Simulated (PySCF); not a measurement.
**C₄H₁₃BN₂: NMR shifts at several levels of theory**

How much do the NMR shifts of C₄H₁₃BN₂ (`CN(C)BN(C)C`) depend on the level of theory, and what does each level cost?

The runs use PySCF 2.14.0, with density-fitted response routines of our own; the level of theory stands in each step. All values are computed, except where a source is named. Atoms are numbered from 0 throughout.

### 1 The molecule as given

20 atoms, charge 0, multiplicity 1; geometry from: GFN2-xTB.

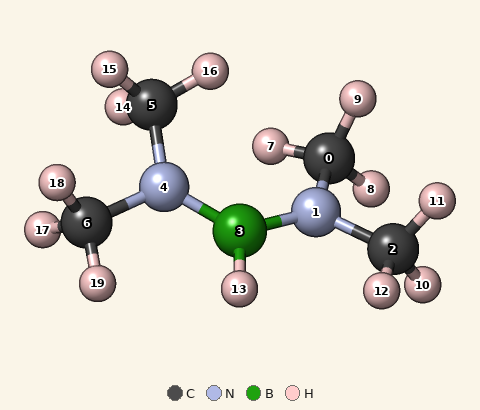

As it starts; carbon dark grey, nitrogen light blue, boron green, hydrogen pink, atoms numbered; sticks join atoms by distance.

### 2 Optimising the geometry at PBE0-D3(BJ)/def2-SVP

Job settings and geometry (Å):

```
{"job": {"xc": "PBE0", "basis": "def2-SVP", "d3": "d3bj", "grid": 1, "kind": "geom"}, "charge": 0, "multiplicity": 1}
C     -1.580040     0.834170     0.954840
N     -1.241670    -0.241360     0.053610
C     -2.426440    -0.900300    -0.443310
B      0.046250    -0.673830    -0.322920
N      1.256000     0.030540    -0.156190
C      1.426000     1.431380     0.147490
C      2.530620    -0.631910    -0.302210
H     -0.718680     1.117020     1.551390
H     -2.368470     0.502120     1.640200
H     -1.958200     1.717470     0.422160
H     -3.032210    -1.293410     0.382420
H     -3.049350    -0.200040    -1.013220
H     -2.149630    -1.723680    -1.095040
H      0.118850    -1.731240    -0.836020
H      1.732980     1.595040     1.189590
H      2.208400     1.852090    -0.494720
H      0.508270     1.977530    -0.045690
H      3.102550    -0.582490     0.632470
H      3.130930    -0.158490    -1.088860
H      2.380800    -1.676320    -0.559290
```

What it wrote:

```text
step   0  E = -294.09439115  max force = 0.016309
step   1  E = -294.09603367  max force = 0.005280
step   2  E = -294.09569304  max force = 0.004590
step   3  E = -294.09636946  max force = 0.003815
step   4  E = -294.09638647  max force = 0.003783
step   5  E = -294.09656275  max force = 0.001663
step   6  E = -294.09662115  max force = 0.000363
step   7  E = -294.09662972  max force = 0.000328
optimisation converged
```

Wall time 47 s (8 threads of Arm Neoverse V2, shared host).

The steps of the relaxation: (the energy doesn't fall at every step)

| step | energy from step 0 (eV) | largest force component (eV/Å) |
| --- | --- | --- |
| 0 | 0.0000 | 0.8386 |
| 1 | -0.0447 | 0.2715 |
| 2 | -0.0354 | 0.2360 |
| 3 | -0.0538 | 0.1962 |
| 4 | -0.0543 | 0.1945 |
| 5 | -0.0591 | 0.0855 |
| 6 | -0.0607 | 0.0187 |
| 7 | -0.0609 | 0.0169 |

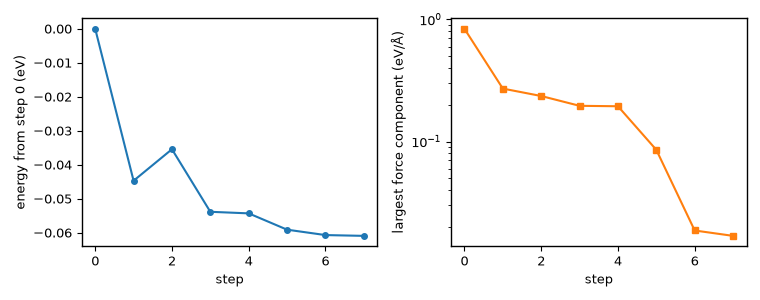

Energy and force, step by step.

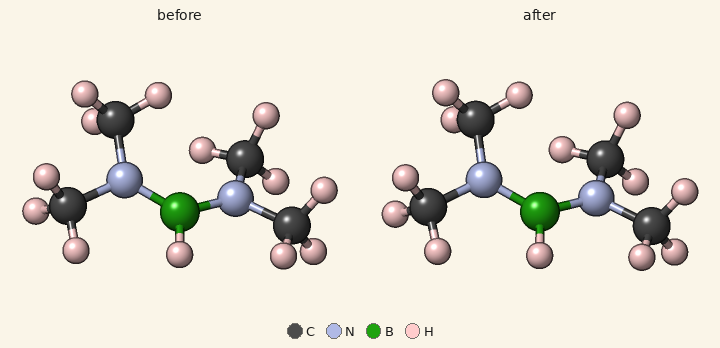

Before and after, at one scale.

Close pairs (by a distance rule), those that changed most:

| bond | before (Å) | after (Å) | change (Å) |
| --- | --- | --- | --- |
| B3–H13 | 1.178 | 1.215 | +0.037 |
| N1–B3 | 1.410 | 1.422 | +0.012 |
| B3–N4 | 1.410 | 1.422 | +0.012 |
| C6–H19 | 1.086 | 1.098 | +0.012 |
| C2–H12 | 1.086 | 1.098 | +0.012 |
| C5–H16 | 1.085 | 1.097 | +0.011 |
| C0–H7 | 1.085 | 1.097 | +0.011 |
| C2–H11 | 1.097 | 1.107 | +0.010 |

The final coordinates are the input of the step that follows.

| at the end point | value |
| --- | --- |
| point group (found at 0.08 Å tolerance) | C2 |
| rotational constants (GHz, main isotopes) | 4.789, 1.538, 1.235 |
| dipole moment (D) | 1.16 |

### 3 NMR shieldings: PBE0/pcSseg-2

Job settings and geometry (Å):

```
{"job": {"kind": "nmr", "xc": "PBE0", "basis": "pcSseg-2", "pop": false}, "charge": 0, "multiplicity": 1}
C     -1.584225     0.839895     0.964321
N     -1.255606    -0.228445     0.057547
C     -2.416837    -0.908090    -0.457111
B      0.046629    -0.658802    -0.316882
N      1.270370     0.043336    -0.142078
C      1.425204     1.444314     0.149285
C      2.525732    -0.645842    -0.299359
H     -0.712592     1.140075     1.558219
H     -2.363276     0.507329     1.674879
H     -1.982589     1.739011     0.453370
H     -3.052500    -1.302782     0.359081
H     -3.052361    -0.236688    -1.066478
H     -2.111016    -1.748347    -1.093803
H      0.122238    -1.749085    -0.847112
H      1.749918     1.640007     1.190569
H      2.194180     1.885299    -0.511473
H      0.492992     1.993706    -0.029106
H      3.118236    -0.644152     0.635951
H      3.153050    -0.174767    -1.080767
H      2.349415    -1.691682    -0.582353
```

Level: GIAO PBE0/pcSseg-2 NMR shielding, non-relativistic, gas phase.

What it wrote:

```text
coarse grid: 15616 points
cycle   1  E = -294.3492763048  dE =  5.333e-01  |g| = 3.976e-01  |ddm| = 2.787e+00
cycle   2  E = -294.3417675222  dE =  7.509e-03  |g| = 4.441e-01  |ddm| = 8.568e-01
cycle   3  E = -294.3915401180  dE = -4.977e-02  |g| = 7.909e-02  |ddm| = 4.781e-01
cycle   4  E = -294.3926227218  dE = -1.083e-03  |g| = 2.796e-02  |ddm| = 5.344e-02
cycle   5  E = -294.3927854026  dE = -1.627e-04  |g| = 3.843e-03  |ddm| = 2.061e-02
cycle   6  E = -294.3927881740  dE = -2.771e-06  |g| = 9.768e-04  |ddm| = 2.705e-03
final grid: 147864 points
cycle   7  E = -294.4010226655  dE = -1.561e-04  |g| = 9.831e-03  |ddm| = 7.147e-02
cycle   8  E = -294.4010120978  dE =  1.057e-05  |g| = 1.189e-02  |ddm| = 1.564e-02
cycle   9  E = -294.4010464140  dE = -3.432e-05  |g| = 1.299e-03  |ddm| = 8.579e-03
cycle  10  E = -294.4010467287  dE = -3.147e-07  |g| = 3.808e-04  |ddm| = 9.076e-04
cycle  11  E = -294.4010467552  dE = -2.653e-08  |g| = 8.436e-05  |ddm| = 2.522e-04
cycle  12  E = -294.4010467567  dE = -1.489e-09  |g| = 2.693e-05  |ddm| = 9.613e-05
cycle  13  E = -294.4010467569  dE = -1.653e-10  |g| = 8.368e-06  |ddm| = 2.364e-05
converged SCF energy = -294.4010467569

GIAO shielding tensors (ppm)
atom      isotropic    diamagn.    paramagn.     s11        s22        s33       span
  0 C      143.508     243.505     -99.998    121.619    131.521    177.382     55.763
  1 N      185.498     329.373    -143.875    109.803    216.515    230.177    120.373
  2 C      138.079     238.122    -100.043    110.203    120.958    183.077     72.874
  3 B       71.596     202.471    -130.875     44.836     83.489     86.462     41.627
  4 N      185.360     329.421    -144.061    109.267    216.382    230.431    121.164
  5 C      143.557     243.487     -99.930    121.673    131.565    177.433     55.760
  6 C      138.075     238.103    -100.028    110.106    121.022    183.096     72.989
  7 H       27.786      33.308      -5.522     22.953     28.851     31.553      8.600
  8 H       29.053      29.448      -0.395     25.345     26.967     34.846      9.501
  9 H       28.508      30.669      -2.161     24.711     26.362     34.450      9.739
 10 H       28.822      28.244       0.578     24.958     26.558     34.949      9.991
 11 H       28.712      28.287       0.426     24.703     26.606     34.829     10.126
 12 H       28.070      29.285      -1.215     24.021     27.328     32.860      8.840
 13 H       27.184      34.264      -7.079     23.817     27.283     30.453      6.636
 14 H       28.508      30.652      -2.143     24.722     26.344     34.459      9.737
 15 H       29.055      29.458      -0.402     25.346     26.971     34.849      9.503
 16 H       27.781      33.323      -5.542     22.941     28.866     31.534      8.594
 17 H       28.708      28.259       0.449     24.696     26.595     34.833     10.137
 18 H       28.824      28.243       0.580     24.963     26.560     34.948      9.985
 19 H       28.065      29.279      -1.214     24.019     27.331     32.846      8.827
```

Run time: 79 s. Hardware: 8 threads of Arm Neoverse V2, shared host.

The references, computed at this level on geometries of the same kind, shield at (ppm): 1H TMS 31.25, 13C TMS 184.1, 15N NH3 261.7, 11B BF3·OEt2 99.1. Their shielding less the atom's gives the shift. The references are single molecules in the gas phase, so shifts against H2O, NH3, PH3, H3PO4 or CFCl3 are not on the usual liquid scales and can be off by tens of ppm. Atoms listed in one row are averaged.

| atoms | environment | σ (ppm) | δ (ppm) |
| --- | --- | --- | --- |
| C0, C2, C5, C6 | methyl carbon bonded to N | 140.8 | 43.3 |
| H13 | hydrogen on a boron bonded to 2 N | 27.18 | 4.06 |
| H7, H8, H9, H10, H11 and 7 more | hydrogen on a methyl carbon bonded to N | 28.49 | 2.75 |
| N1, N4 | nitrogen bonded to 2 C, B | 185.4 | 76.3 |
| B3 | boron bonded to 2 N, H | 71.6 | 27.5 |

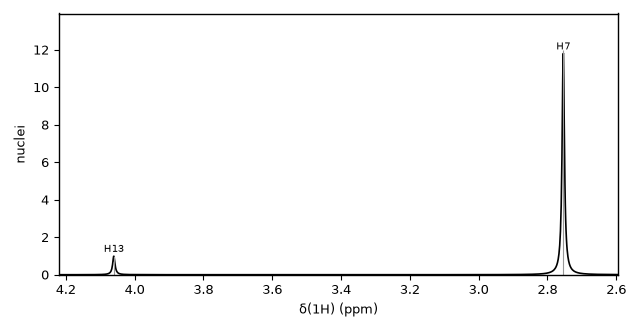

1H lines at the computed shifts, without couplings. Lines are broadened to a width of 0.01 ppm (Lorentzian).

### 4 Shielding tensors: PBE/pcSseg-2

Settings changed since step 3:

```diff
@@ -1,2 +1,2 @@
-{"job": {"kind": "nmr", "xc": "PBE0", "basis": "pcSseg-2", "pop": false}, "charge": 0, "multiplicity": 1}
+{"job": {"kind": "nmr", "xc": "PBE", "basis": "pcSseg-2", "pop": false}, "charge": 0, "multiplicity": 1}
 C     -1.584225     0.839895     0.964321
```

Method: GIAO PBE/pcSseg-2 NMR shielding, non-relativistic, gas phase.

What it wrote:

```text
coarse grid: 15616 points
cycle   1  E = -294.2416722361  dE =  3.519e-01  |g| = 6.091e-01  |ddm| = 2.793e+00
cycle   2  E = -294.0815168910  dE =  1.602e-01  |g| = 9.853e-01  |ddm| = 1.825e+00
cycle   3  E = -294.3409408792  dE = -2.594e-01  |g| = 1.709e-01  |ddm| = 1.385e+00
cycle   4  E = -294.3465679827  dE = -5.627e-03  |g| = 5.174e-02  |ddm| = 1.238e-01
cycle   5  E = -294.3471051957  dE = -5.372e-04  |g| = 8.532e-03  |ddm| = 3.502e-02
cycle   6  E = -294.3471195377  dE = -1.434e-05  |g| = 2.420e-03  |ddm| = 6.202e-03
cycle   7  E = -294.3471210546  dE = -1.517e-06  |g| = 6.139e-04  |ddm| = 2.858e-03
final grid: 147864 points
cycle   8  E = -294.3613854965  dE = -2.386e-04  |g| = 1.548e-02  |ddm| = 9.963e-02
cycle   9  E = -294.3612805164  dE =  1.050e-04  |g| = 2.545e-02  |ddm| = 3.237e-02
cycle  10  E = -294.3614430240  dE = -1.625e-04  |g| = 3.401e-03  |ddm| = 2.154e-02
cycle  11  E = -294.3614453897  dE = -2.366e-06  |g| = 6.027e-04  |ddm| = 2.210e-03
cycle  12  E = -294.3614454538  dE = -6.409e-08  |g| = 2.379e-04  |ddm| = 4.477e-04
cycle  13  E = -294.3614454636  dE = -9.811e-09  |g| = 1.254e-04  |ddm| = 2.423e-04
cycle  14  E = -294.3614454668  dE = -3.239e-09  |g| = 3.088e-05  |ddm| = 8.639e-05
cycle  15  E = -294.3614454671  dE = -2.461e-10  |g| = 5.293e-06  |ddm| = 3.591e-05
converged SCF energy = -294.3614454671

GIAO shielding tensors (ppm)
atom      isotropic    diamagn.    paramagn.     s11        s22        s33       span
  0 C      137.641     243.773    -106.132    114.477    125.113    173.334     58.857
  1 N      173.753     326.262    -152.509     97.291    206.149    217.820    120.530
  2 C      131.849     238.826    -106.977    102.743    113.502    179.302     76.560
  3 B       68.331     202.082    -133.750     41.589     80.125     83.279     41.689
  4 N      173.617     326.311    -152.695     96.762    206.031    218.057    121.295
  5 C      137.690     243.756    -106.066    114.529    125.154    173.387     58.858
  6 C      131.845     238.807    -106.962    102.646    113.564    179.326     76.680
  7 H       27.563      33.049      -5.487     22.930     28.658     31.099      8.169
  8 H       28.906      29.678      -0.772     25.407     26.878     34.434      9.027
  9 H       28.300      30.601      -2.300     24.449     26.373     34.080      9.631
 10 H       28.675      28.415       0.260     24.877     26.544     34.603      9.725
 11 H       28.558      28.390       0.168     24.632     26.562     34.482      9.850
 12 H       27.888      29.414      -1.526     24.080     27.217     32.367      8.288
 13 H       27.051      34.240      -7.189     23.909     26.873     30.372      6.463
 14 H       28.301      30.586      -2.285     24.461     26.354     34.088      9.627
 15 H       28.910      29.687      -0.777     25.410     26.881     34.438      9.028
 16 H       27.558      33.062      -5.504     22.918     28.675     31.080      8.161
 17 H       28.554      28.365       0.189     24.626     26.550     34.487      9.861
 18 H       28.677      28.416       0.261     24.884     26.545     34.603      9.719
 19 H       27.884      29.410      -1.526     24.078     27.220     32.353      8.275
```

Wall time 51 s (8 threads of Arm Neoverse V2, shared host).

Key values: δ C0 44.6, N1 87.4, B3 24.4, H13 4.13, H7 2.86 ppm (means over like atoms).

[end of part 1 of 2]
